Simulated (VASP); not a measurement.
Band structure of WS$_{2}$ (space group Fm-3m). All values below come from PBE GGA, VASP's PBE PAW potentials (set 64) (plane waves; VASP).

Unless said otherwise, spin-orbit coupling is left out, though it shifts the bands of the heavy elements here.

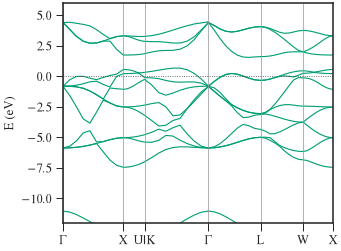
Fig. 1. Bands along high-symmetry lines, zero at the valence-band maximum or, without a gap, the Fermi level

Task: Read the plot: is there a gap, and where are the band edges?

Result: It has no gap at this level: it comes out as a metal or semimetal.

The structure was generated: WS2 was put into an ordered model structure, which need not be its known phase. The cell was not relaxed at this level.
